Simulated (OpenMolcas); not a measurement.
## Energy and gradient calculation of SnO (part 2 of 2)

SnO (tin(ii) oxide), SMILES [O]=[Sn]; BHLYP/def2-TZVPPD, RKS (OpenMolcas 26.06). The geometry comes from this level: PBE0-D4/def2-TZVP.

Geometry of the input (Å):
```
O  -0.0000  0.0000  -0.0071
Sn 0.0000  -0.0000  1.8107
```

### What the program printed, continued
```
::    Total KS-DFT energy                            -289.4363745375
      One-electron energy                            -596.5741154801
      Two-electron energy                             255.9009364184
      Nuclear repulsion energy                         51.2368045242
      Kinetic energy (interpolated)                   157.3863773559
      Virial theorem                                    1.8390179595
      Total spin, S(S+1)                                0.0000000000
      Total spin, S                                     0.0000000000
      Max non-diagonal density matrix element           0.0000001161
      Max non-diagonal Fock matrix element              0.0000000081

      All orbitals with orbital energies smaller than  E(LUMO)+0.5 are printed

++    Molecular orbitals:
      -------------------

      Title: RKS-DFT orbitals

      Molecular orbitals for symmetry species 1: a

      Basis set list:
        1 O1     1s                 21 O1     3d2-               41 SN2    1s                 61 SN2    2pz                81 SN2    3d2+
        2 O1     1s                 22 O1     3d1-               42 SN2    1s                 62 SN2    2pz                82 SN2    3d2+
        3 O1     1s                 23 O1     3d1-               43 SN2    1s                 63 SN2    3d2-               83 SN2    4f3-
        4 O1     1s                 24 O1     3d1-               44 SN2    1s                 64 SN2    3d2-               84 SN2    4f3-
        5 O1     1s                 25 O1     3d0                45 SN2    1s                 65 SN2    3d2-               85 SN2    4f2-
        6 O1     1s                 26 O1     3d0                46 SN2    1s                 66 SN2    3d2-               86 SN2    4f2-
        7 O1     2px                27 O1     3d0                47 SN2    1s                 67 SN2    3d1-               87 SN2    4f1-
        8 O1     2px                28 O1     3d1+               48 SN2    2px                68 SN2    3d1-               88 SN2    4f1-
        9 O1     2px                29 O1     3d1+               49 SN2    2px                69 SN2    3d1-               89 SN2    4f0
       10 O1     2px                30 O1     3d1+               50 SN2    2px                70 SN2    3d1-               90 SN2    4f0
       11 O1     2py                31 O1     3d2+               51 SN2    2px                71 SN2    3d0                91 SN2    4f1+
       12 O1     2py                32 O1     3d2+               52 SN2    2px                72 SN2    3d0                92 SN2    4f1+
       13 O1     2py                33 O1     3d2+               53 SN2    2py                73 SN2    3d0                93 SN2    4f2+
       14 O1     2py                34 O1     4f3-               54 SN2    2py                74 SN2    3d0                94 SN2    4f2+
       15 O1     2pz                35 O1     4f2-               55 SN2    2py                75 SN2    3d1+               95 SN2    4f3+
       16 O1     2pz                36 O1     4f1-               56 SN2    2py                76 SN2    3d1+               96 SN2    4f3+
       17 O1     2pz                37 O1     4f0                57 SN2    2py                77 SN2    3d1+
       18 O1     2pz                38 O1     4f1+               58 SN2    2pz                78 SN2    3d1+
       19 O1     3d2-               39 O1     4f2+               59 SN2    2pz                79 SN2    3d2+
       20 O1     3d2-               40 O1     4f3+               60 SN2    2pz                80 SN2    3d2+

  Index Energy  Occupation Coefficients ...

    1  -19.6364    2.0000          1 O1     1s     ( 0.436),     2 O1     1s     ( 0.641),

    2   -5.4123    2.0000         41 SN2    1s     ( 0.956),    42 SN2    1s     (-1.485),    43 SN2    1s     ( 0.853),

    3   -3.6987    2.0000         49 SN2    2px    ( 1.056),

    4   -3.6987    2.0000         54 SN2    2py    ( 1.056),

    5   -3.6852    2.0000         59 SN2    2pz    ( 1.072),

    6   -1.1769    2.0000         71 SN2    3d0    ( 0.824),

    7   -1.1639    2.0000         63 SN2    3d2-   ( 0.899),

    8   -1.1639    2.0000         79 SN2    3d2+   ( 0.899),

    9   -1.1523    2.0000         67 SN2    3d1-   ( 0.863),

   10   -1.1523    2.0000         75 SN2    3d1+   ( 0.863),

   11   -0.9706    2.0000          3 O1     1s     (-0.332),     4 O1     1s     (-0.461),    71 SN2    3d0    ( 0.354),

   12   -0.4867    2.0000         42 SN2    1s     ( 0.534),    43 SN2    1s     (-0.431),    45 SN2    1s     ( 0.712),    46 SN2    1s     ( 0.359),

   13   -0.3340    2.0000         11 O1     2py    ( 0.405),    12 O1     2py    ( 0.349),    13 O1     2py    ( 0.261),

   14   -0.3340    2.0000          7 O1     2px    ( 0.405),     8 O1     2px    ( 0.349),     9 O1     2px    ( 0.261),

   15   -0.3249    2.0000         15 O1     2pz    (-0.353),    16 O1     2pz    (-0.304),    42 SN2    1s     ( 0.196),    45 SN2    1s     ( 0.233),
                                  46 SN2    1s     ( 0.307),    59 SN2    2pz    (-0.272),    60 SN2    2pz    ( 0.258),    61 SN2    2pz    ( 0.269),

   16   -0.0613    0.0000         54 SN2    2py    (-0.288),    56 SN2    2py    ( 0.423),    57 SN2    2py    ( 0.523),

   17   -0.0613    0.0000         49 SN2    2px    (-0.288),    51 SN2    2px    ( 0.423),    52 SN2    2px    ( 0.523),

   18    0.0216    0.0000          6 O1     1s     ( 1.200),    46 SN2    1s     (-1.123),    62 SN2    2pz    ( 1.085),

   19    0.0277    0.0000         46 SN2    1s     (-1.298),    47 SN2    1s     ( 2.062),

   20    0.0786    0.0000         66 SN2    3d2-   ( 0.991),

   21    0.0786    0.0000         82 SN2    3d2+   ( 0.991),

   22    0.0963    0.0000         14 O1     2py    ( 0.861),    70 SN2    3d1-   ( 1.281),    78 SN2    3d1+   ( 0.892),

   23    0.0963    0.0000         10 O1     2px    (-0.861),    70 SN2    3d1-   ( 0.892),    78 SN2    3d1+   (-1.281),

   24    0.0973    0.0000          6 O1     1s     (-4.639),    46 SN2    1s     ( 2.625),

   25    0.1247    0.0000         56 SN2    2py    (-1.090),    57 SN2    2py    ( 0.905),

   26    0.1247    0.0000         51 SN2    2px    (-1.090),    52 SN2    2px    ( 0.905),

   27    0.1479    0.0000         18 O1     2pz    ( 2.622),    46 SN2    1s     (-3.648),

   28    0.1922    0.0000         10 O1     2px    ( 3.333),    52 SN2    2px    (-2.982),

   29    0.1922    0.0000         14 O1     2py    ( 3.333),    57 SN2    2py    (-2.982),

   30    0.2133    0.0000          6 O1     1s     (-3.460),    47 SN2    1s     ( 2.147),    62 SN2    2pz    (-3.327),

   31    0.2893    0.0000          6 O1     1s     (-7.544),

   32    0.2982    0.0000         65 SN2    3d2-   ( 1.308),    66 SN2    3d2-   (-0.864),

   33    0.2982    0.0000         81 SN2    3d2+   ( 1.308),    82 SN2    3d2+   (-0.864),

   34    0.3390    0.0000         69 SN2    3d1-   ( 1.728),    70 SN2    3d1-   (-1.138),

   35    0.3390    0.0000         77 SN2    3d1+   (-1.728),    78 SN2    3d1+   ( 1.138),

   36    0.3839    0.0000          6 O1     1s     (-7.261),    46 SN2    1s     ( 8.999),

   37    0.4150    0.0000          6 O1     1s     (-5.144),    46 SN2    1s     ( 7.821),    61 SN2    2pz    (-5.252),

--

++    Molecular charges:
      ------------------

      Mulliken charges per centre and basis function type
      ---------------------------------------------------

                O1      SN2
      1s       3.9147  3.9261
      2px      1.6585  2.2864
      2pz      1.4861  2.6442
      2py      1.6585  2.2864
      3d2+     0.0000  2.0000
      3d1+     0.0116  2.0283
      3d0      0.0030  2.0145
      3d1-     0.0116  2.0283
      3d2-     0.0000  2.0000
      4f3+     0.0000  0.0000
      4f2+     0.0000  0.0000
      4f1+     0.0002  0.0150
      4f0      0.0003  0.0113
      4f1-     0.0002  0.0150
      4f2-     0.0000  0.0000
      4f3-     0.0000  0.0000
      Total    8.7446 21.2554

      N-E     -0.7446  0.7446

      Total electronic charge=   30.000000

      Total            charge=   -0.000000
--

++    Molecular properties:
      ---------------------

      Charge (e):
                      =   -0.0000
      Dipole Moment (debye):
      Origin of the operator (angstrom)=    0.0000    0.0000    1.5967
                   X= -1.0922E-16               Y=  1.8076E-16               Z=  4.8162E+00           Total=  4.8162E+00
      Quadrupole Moment (debye*angstrom):
      Origin of the operator (angstrom)=    0.0000    0.0000    1.5967
                  XX= -2.6834E+01              XY= -2.6106E-15              XZ= -2.6473E-15              YY= -2.6834E+01
                  YZ=  3.0838E-16              ZZ= -3.8347E+01
      In traceless form (debye*angstrom)
                  XX=  5.7564E+00              XY= -3.9159E-15              XZ= -3.9709E-15              YY=  5.7564E+00
                  YZ=  4.6257E-16              ZZ= -1.1513E+01
--

--- Stop Module: scf /rc=_RC_ALL_IS_WELL_ ---
--- Module scf spent 12 seconds ---

--- Start Module: alaska ---

                                              &ALASKA

                       available to each process: 1.9 GB of memory, 1 thread

                     Threshold for contributions to the gradient: 1.000E-07

                    ********************************************
                    * Symmetry Adapted Cartesian Displacements *
                    ********************************************

           Irreducible representation : a
           Basis function(s) of irrep: x, y, xy, Rz, z, xz, Ry, yz, Rx, I

 Basis Label        Type   Center Phase
   1   O1           x         1     1
   2   O1           y         1     1
   3   O1           z         1     1
   4   SN2          x         2     1
   5   SN2          y         2     1
   6   SN2          z         2     1

                     No automatic utilization of translational and rotational invariance of the energy is employed.

 Rotational correction to the DFT gradient is turned off due to close-to-degeneracy problems!

 DFT contribution computed for a moving grid.

 Conventional ERI gradients!

 **************************************************
 *              Molecular gradients               *
 **************************************************

  Irreducible representation: a
 ------------------------------------------------------------------------------------------
                              X                       Y                       Z
 ------------------------------------------------------------------------------------------
  O1               -2.38017135534156E-15    5.95373473528689E-15   -1.07128955552476E-02
  SN2               2.37940563755725E-15   -5.94918111263221E-15    1.07128955552476E-02
 ------------------------------------------------------------------------------------------

--- Stop Module: alaska /rc=_RC_ALL_IS_WELL_ ---
--- Module alaska spent 4 seconds ---

.##################.
.# Happy landing! #.
.##################.

    Timing: Wall=18.21 User=15.70 System=2.44
```

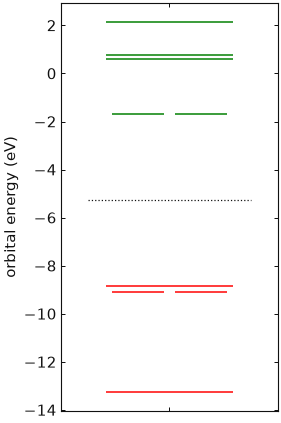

*Orbital energies near the frontier; the dotted line parts filled from empty levels, and levels within 0.02 eV of each other stand side by side.*

Highest filled −8.84 eV, lowest empty −1.67 eV, 7.17 eV apart.
